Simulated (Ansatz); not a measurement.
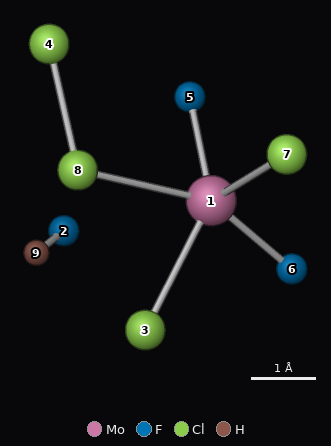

*The input geometry (ball-and-stick view, seen at a tilt; atoms are numbered from 1 in the order of the input). Sticks mark near contacts.*

Bond lengths as drawn: Cl–Cl 2.04 Å, Cl–Mo 2.30 to 2.41 Å, F–H 0.91 Å and F–Mo 1.81 to 1.83 Å.

**Geometry relaxation of MoHCl4F3 (part 1 of 2)**

System: MoHCl4F3.
Method: RHF/def2-SVP (Ansatz 0.2.0).

It belongs to a series of runs on one base structure; here: end point B relaxed. Figures and captions count atoms from 1; the log counts them from 0 in places.

## Input
```yaml
crystal:
  periodic: [false, false, false]
  atoms:
    - { symbol: Mo, position_ang: [0.103799, -0.376708, -0.289093] }
    - { symbol: F, position_ang: [0.204805, 0.136953, 2.624473] }
    - { symbol: Cl, position_ang: [2.402269, -0.529171, 0.377527] }
    - { symbol: Cl, position_ang: [-0.429511, 3.290751, 0.030953] }
    - { symbol: F, position_ang: [-1.456867, 0.480096, 0.04808] }
    - { symbol: F, position_ang: [0.13979, -2.205993, -0.340549] }
    - { symbol: Cl, position_ang: [0.178456, 0.048754, -2.547983] }
    - { symbol: Cl, position_ang: [0.962334, 1.817941, 0.229465] }
    - { symbol: H, position_ang: [1.003825, 0.553577, 2.481127] }
basis:
  gaussian: { orbitals: def2-SVP }
hamiltonian:
  xc: hf
relax:
  f_tol: 0.03
  max_steps: 50
```

Run on 4 threads of Arm Neoverse V1, 24 GiB of memory available, shared host.

Launch command:
```bash
ansatz run input.yaml --threads 4 --pin off --max-ram 5120MiB --backend cpu --events-out ev --progress --plain --runs-dir out
```

## Log
```
The last accepted step is kept in [file] (removed where the run ends without a failure and the disk answers)
Engine: ansatz 0.2.0, aarch64-unknown-linux-gnu
Functional definition: HF
  exchange = exact_x
  correlation = 0
1520 factors; integrals over basis functions are off by at most 3.7e-4 eV
mean field evaluation 1: about -59941.2839 eV, gradient 7.9e1 eV
mean field evaluation 2: about -59941.6722 eV, gradient 7.9e1 eV
mean field evaluation 4: about -59954.5059 eV, gradient 3.9e1 eV
mean field evaluation 8: about -59962.3664 eV, gradient 1.7e0 eV
mean field evaluation 16: about -59963.7234 eV, gradient 2.4e-1 eV
mean field evaluation 32: about -59963.1963 eV, gradient 1.5e0 eV
mean field evaluation 64: about -59962.4075 eV, gradient 1.2e0 eV
mean field evaluation 96: about -59962.1990 eV, gradient 8.7e-1 eV
mean field evaluation 128: about -59963.7616 eV, gradient 2.9e-1 eV
mean field evaluation 160: about -59957.2915 eV, gradient 4.2e0 eV
mean field evaluation 192: about -59945.0224 eV, gradient 5.5e1 eV
mean field evaluation 224: about -59961.9725 eV, gradient 9.4e-1 eV
mean field -59963.76987628 eV, -2203.6278980502 hartree, gradient 1.6e-5 eV, S^2 0.000000; 1 other end points of the search recorded, 0 dependent functions left out
the calculation of the forces begins
reference -59963.76987628 eV, -2203.6278980502 hartree; 55, 55 occupied and 95, 95 virtual orbitals, 1520 factors
relax step   1: F+E_penalty+E_count = -59963.76987628 eV  Δ(F+E_penalty+E_count) = +0.000e0 eV  max|allowed force component| = 2.997e0 eV/Å  Δτ_max = 0.0000 Å  (331 SCF iters, accepted)
these checks for a lower state are left out or cut short: starts, cluster_reference, orbital_swaps, neighbouring_geometries, increment
1520 factors; integrals over basis functions are off by at most 3.7e-4 eV
mean field -59964.30575922 eV, -2203.6475913850 hartree, gradient 2.6e-5 eV, S^2 0.000000; 0 other end points of the search recorded, 0 dependent functions left out
[... from here on the field's lines of each further geometry are left out, up to the last ...]
relax step   2: F+E_penalty+E_count = -59964.30575922 eV  Δ(F+E_penalty+E_count) = -5.359e-1 eV  max|allowed force component| = 1.146e0 eV/Å  Δτ_max = 0.1946 Å  (77 SCF iters, accepted)
relax step   3: F+E_penalty+E_count = -59964.50739527 eV  Δ(F+E_penalty+E_count) = -2.016e-1 eV  max|allowed force component| = 1.930e0 eV/Å  Δτ_max = 0.1948 Å  (79 SCF iters, accepted)
relax step   4: F+E_penalty+E_count = -59964.68785678 eV  Δ(F+E_penalty+E_count) = -1.805e-1 eV  max|allowed force component| = 8.576e-1 eV/Å  Δτ_max = 0.1913 Å  (74 SCF iters, accepted)
relax step   5: F+E_penalty+E_count = -59964.82001720 eV  Δ(F+E_penalty+E_count) = -1.322e-1 eV  max|allowed force component| = 3.185e-1 eV/Å  Δτ_max = 0.1904 Å  (84 SCF iters, accepted)
relax step   6: F+E_penalty+E_count = -59964.94824825 eV  Δ(F+E_penalty+E_count) = -1.282e-1 eV  max|allowed force component| = 3.630e-1 eV/Å  Δτ_max = 0.1912 Å  (83 SCF iters, accepted)
relax step   7: F+E_penalty+E_count = -59965.05029473 eV  Δ(F+E_penalty+E_count) = -1.020e-1 eV  max|allowed force component| = 2.493e-1 eV/Å  Δτ_max = 0.1951 Å  (81 SCF iters, accepted)
relax step   8: F+E_penalty+E_count = -59965.13403969 eV  Δ(F+E_penalty+E_count) = -8.374e-2 eV  max|allowed force component| = 2.281e-1 eV/Å  Δτ_max = 0.1951 Å  (81 SCF iters, accepted)
relax step   9: F+E_penalty+E_count = -59965.17963942 eV  Δ(F+E_penalty+E_count) = -4.560e-2 eV  max|allowed force component| = 2.474e-1 eV/Å  Δτ_max = 0.1950 Å  (81 SCF iters, accepted)
relax step  10: F+E_penalty+E_count = -59965.19796478 eV  Δ(F+E_penalty+E_count) = -1.833e-2 eV  max|allowed force component| = 2.535e-1 eV/Å  Δτ_max = 0.1932 Å  (80 SCF iters, accepted)
relax step  11: F+E_penalty+E_count = -59965.20959402 eV  Δ(F+E_penalty+E_count) = -1.163e-2 eV  max|allowed force component| = 1.595e-1 eV/Å  Δτ_max = 0.2000 Å  (80 SCF iters, accepted)
relax step  12: F+E_penalty+E_count = -59965.21157971 eV  Δ(F+E_penalty+E_count) = -1.986e-3 eV  max|allowed force component| = 1.130e-1 eV/Å  Δτ_max = 0.0232 Å  (78 SCF iters, accepted)
relax step  13: F+E_penalty+E_count = -59965.21433215 eV  Δ(F+E_penalty+E_count) = -2.752e-3 eV  max|allowed force component| = 8.052e-2 eV/Å  Δτ_max = 0.0592 Å  (82 SCF iters, accepted)
relax step  14: F+E_penalty+E_count = -59965.21507430 eV  Δ(F+E_penalty+E_count) = -7.422e-4 eV  max|allowed force component| = 4.117e-2 eV/Å  Δτ_max = 0.0197 Å  (81 SCF iters, accepted)
relax step  15: F+E_penalty+E_count = -59965.21561002 eV  Δ(F+E_penalty+E_count) = -5.357e-4 eV  max|allowed force component| = 5.091e-3 eV/Å  Δτ_max = 0.0442 Å  (79 SCF iters, accepted)
relax step  16: F+E_penalty+E_count = -59965.21495813 eV  Δ(F+E_penalty+E_count) = +6.519e-4 eV  max|allowed force component| = 1.867e-1 eV/Å  Δτ_max = 0.1054 Å  (76 SCF iters, rejected (line search))
relax step  17: F+E_penalty+E_count = -59965.21597129 eV  Δ(F+E_penalty+E_count) = -3.613e-4 eV  max|allowed force component| = 3.672e-2 eV/Å  Δτ_max = 0.0514 Å  (76 SCF iters, accepted)
relax step  18: F+E_penalty+E_count = -59965.21607518 eV  Δ(F+E_penalty+E_count) = -1.039e-4 eV  max|allowed force component| = 6.596e-2 eV/Å  Δτ_max = 0.0375 Å  (78 SCF iters, accepted)
relax step  19: F+E_penalty+E_count = -59965.21621897 eV  Δ(F+E_penalty+E_count) = -1.438e-4 eV  max|allowed force component| = 4.701e-2 eV/Å  Δτ_max = 0.0106 Å  (76 SCF iters, accepted)
relax step  20: F+E_penalty+E_count = -59965.21642616 eV  Δ(F+E_penalty+E_count) = -2.072e-4 eV  max|allowed force component| = 3.457e-2 eV/Å  Δτ_max = 0.0575 Å  (79 SCF iters, accepted)
relax step  21: F+E_penalty+E_count = -59965.21672370 eV  Δ(F+E_penalty+E_count) = -2.975e-4 eV  max|allowed force component| = 2.492e-2 eV/Å  Δτ_max = 0.0369 Å  (79 SCF iters, accepted)
relax step  22: F+E_penalty+E_count = -59965.21677560 eV  Δ(F+E_penalty+E_count) = -5.189e-5 eV  max|allowed force component| = 5.627e-2 eV/Å  Δτ_max = 0.0505 Å  (81 SCF iters, accepted)
the calculation of the forces begins
reference -59965.21687173 eV, -2203.6810741521 hartree; 55, 55 occupied and 95, 95 virtual orbitals, 1520 factors
relax step  23: F+E_penalty+E_count = -59965.21687173 eV  Δ(F+E_penalty+E_count) = -9.613e-5 eV  max|allowed force component| = 2.876e-2 eV/Å  Δτ_max = 0.0088 Å  (85 SCF iters, accepted)
1520 factors; integrals over basis functions are off by at most 3.9e-4 eV
mean field evaluation 448: about -59959.4424 eV, gradient 5.0e1 eV
mean field evaluation 480: about -59961.8996 eV, gradient 3.0e0 eV
```

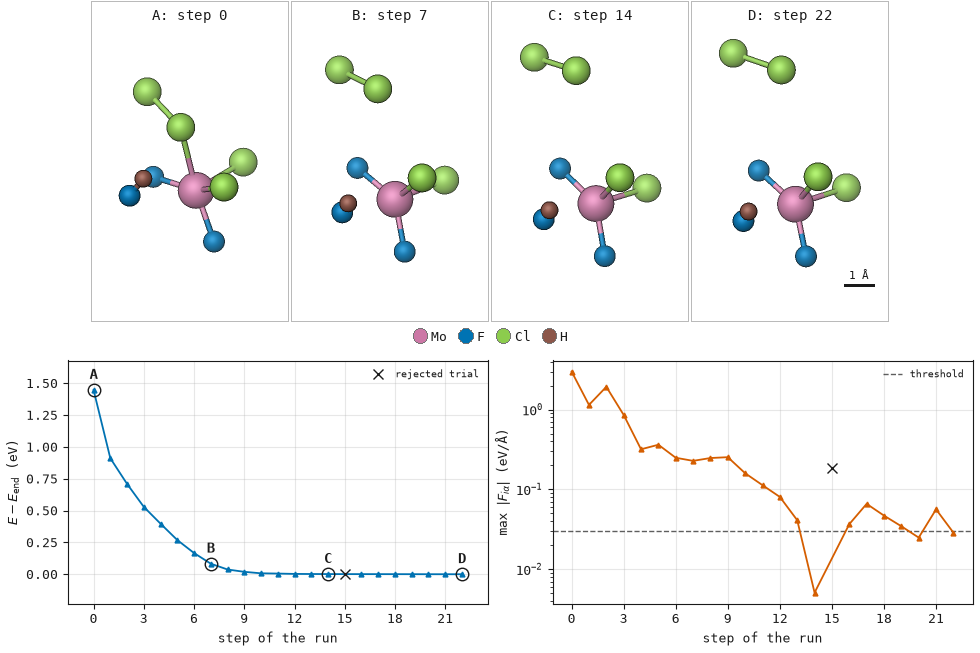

*Frames of the relaxation (ball-and-stick view, seen at a tilt) above the curves, on which the letters mark them (the first geometry is step 0 here and step 1 in the log).*

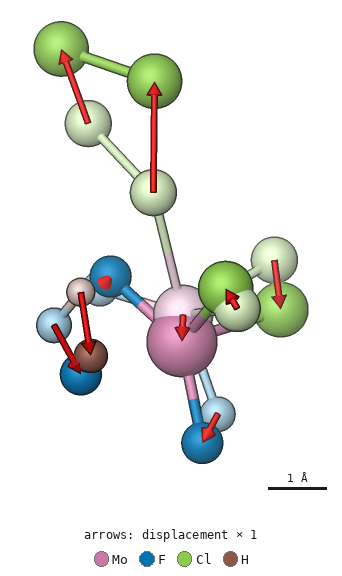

*Start (faint) and end (solid) with the displacements as red arrows, at true length (ball-and-stick view, seen at a tilt). The two geometries are laid on each other by the best rigid fit.*

The atom that moves furthest after the best rigid fit is Cl8 (1.95 Å). Largest moves by element: Cl 1.95 Å, H 1.13 Å, F 1.04 Å, Mo 0.48 Å. Among the contacts that change: Mo1–Cl8 2.413 → 4.612 Å, Mo1–Cl3 2.398 → 2.320 Å, Mo1–F6 1.830 → 1.803 Å, Cl4–Cl8 2.036 → 2.022 Å. Bonds break: Mo1–Cl8 (2.41 → 4.61 Å). Among the angles that change: Cl3–Mo1–F5 143.5° → 106.4°, F5–Mo1–F6 119.7° → 141.2°, Cl3–Mo1–F6 85.7° → 104.9°. After 22 geometry steps the energy has fallen by 1.447 eV. The largest force component goes from 3 to 0.029 eV/Å. The line search rejected the trial step at point 15 (counted from 0) and went back. (Atoms are counted from 1 in the order of the input.)

```
mean field -59965.21687173 eV, -2203.6810741522 hartree, gradient 2.0e-5 eV, S^2 0.000000; 1 other end points of the search recorded, 0 dependent functions left out
the calculation of the forces begins
reference -59965.21687173 eV, -2203.6810741522 hartree; 55, 55 occupied and 95, 95 virtual orbitals, 1520 factors
Total energy: -59965.21687173 eV, -2203.6810741522 hartree
Atom 0 at     0.085857    -0.809672    -0.117889 Å, force    -0.006991    -0.000937     0.012007 eV/Å
Atom 1 at     0.020360    -0.843962     2.227086 Å, force     0.016186     0.003508     0.002957 eV/Å
Atom 2 at     2.251990    -0.145856     0.383453 Å, force    -0.000241     0.000184    -0.002374 eV/Å
Atom 3 at    -0.526641     4.674492     0.068519 Å, force     0.028650    -0.015716    -0.007106 eV/Å
Atom 4 at    -0.960333     0.635564     0.130829 Å, force     0.004956    -0.005208    -0.001387 eV/Å
Atom 5 at     0.086761    -2.598752     0.105742 Å, force     0.001467     0.007652    -0.002348 eV/Å
Atom 6 at     0.138877    -0.773876    -2.422786 Å, force     0.001847     0.000337     0.000941 eV/Å
Atom 7 at     1.180442     3.665563    -0.324568 Å, force    -0.028760     0.016157     0.005802 eV/Å
Atom 8 at     0.831586    -0.587300     2.563613 Å, force    -0.017114    -0.005978    -0.008492 eV/Å
Dipole moment:    -0.111676    -0.007416     0.847659 e Å
```

## Trajectory as extended XYZ (Å, eV, eV/Å), 23 frames, from step=1 to step=23
```
9
Properties=species:S:1:pos:R:3:forces:R:3 step=1 energy=-59963.76988
Mo    0.1038   -0.3767   -0.2891   -1.1341  -2.7823  -0.3983
F     0.2048    0.1370    2.6245    0.3030   0.1041  -0.3239
Cl    2.4023   -0.5292    0.3775    0.0324   0.0030   0.0148
Cl   -0.4295    3.2908    0.0310    0.0007   0.0029   0.0057
F    -1.4569    0.4801    0.0481    0.0091   0.0034  -0.0182
F     0.1398   -2.2060   -0.3405   -0.0001   0.0288   0.0074
Cl    0.1785    0.0488   -2.5480    0.0015  -0.0013   0.0116
Cl    0.9623    1.8179    0.2295    1.0837   2.9970   0.3144
H     1.0038    0.5536    2.4811   -0.2963  -0.3556   0.3865
9
Properties=species:S:1:pos:R:3:forces:R:3 step=2 energy=-59964.30576
Mo    0.0739   -0.4535   -0.2882    0.0645  -0.8383   0.1127
F     0.1882    0.1100    2.5412    1.0657   0.4478  -0.1063
Cl    2.3848   -0.5076    0.3731   -0.1363  -0.1120  -0.0854
Cl   -0.4478    3.3643    0.0223    0.1012   0.1032   0.0257
F    -1.4549    0.4611    0.0468    0.1928  -0.0498  -0.0267
F     0.1265   -2.2765   -0.3348   -0.0791   0.2151   0.0354
Cl    0.1696    0.0222   -2.5389   -0.0427  -0.1023   0.0515
Cl    1.0406    1.9946    0.2065   -0.0205   1.0440  -0.0410
H     1.0280    0.5016    2.5862   -1.1457  -0.7077   0.0342
9
Properties=species:S:1:pos:R:3:forces:R:3 step=3 energy=-59964.50740
Mo    0.1044   -0.5000   -0.2474    0.0534  -0.2270   0.1542
F     0.1497    0.0579    2.4544    1.8918   0.5220   0.1075
Cl    2.4145   -0.5313    0.3689   -0.3221   0.1298  -0.0729
Cl   -0.4858    3.5247    0.0007   -0.0498   0.0478   0.0000
F    -1.3883    0.4771    0.0701    0.1639  -0.0727  -0.0155
F     0.1018   -2.3163   -0.2875   -0.0299   0.0873   0.0718
Cl    0.1688   -0.0377   -2.5022   -0.0219  -0.1420   0.0217
Cl    1.0115    2.1815    0.1600    0.2445   0.4527   0.0071
H     1.0322    0.3603    2.5972   -1.9298  -0.7980  -0.2740
9
Properties=species:S:1:pos:R:3:forces:R:3 step=4 energy=-59964.68786
Mo    0.1206   -0.5276   -0.1961    0.2481  -0.1659   0.1044
F     0.1645   -0.0747    2.3336   -0.8576  -0.4029  -0.2766
Cl    2.4251   -0.5174    0.3803   -0.2340   0.1976  -0.1220
Cl   -0.5035    3.6663   -0.0263   -0.1797   0.1194  -0.0119
F    -1.3375    0.4917    0.1023   -0.0148   0.1655   0.0310
F     0.0859   -2.3395   -0.2029    0.0067  -0.0097   0.0769
Cl    0.1588   -0.0955   -2.4579   -0.0333  -0.1623  -0.0297
Cl    1.0223    2.3678    0.1180    0.3324   0.1214   0.0323
H     0.9727    0.2451    2.5631    0.7323   0.1368   0.1956
9
Properties=species:S:1:pos:R:3:forces:R:3 step=5 energy=-59964.82002
Mo    0.1376   -0.5544   -0.1549   -0.1868  -0.0594   0.0444
F     0.1171   -0.2082    2.2596    0.2090  -0.0203   0.0026
Cl    2.4356   -0.4652    0.3642   -0.1147   0.1835  -0.0542
Cl   -0.5229    3.7667   -0.0360   -0.2443   0.1908  -0.0128
F    -1.2806    0.5334    0.1268    0.1881   0.1224  -0.0629
F     0.0763   -2.3621   -0.1036    0.0751   0.0023   0.0758
Cl    0.1440   -0.1761   -2.4293   -0.0163  -0.1492  -0.0081
Cl    1.0656    2.5516    0.0936    0.3185  -0.0314   0.0247
H     0.9363    0.1305    2.4937   -0.2285  -0.2388  -0.0095
```
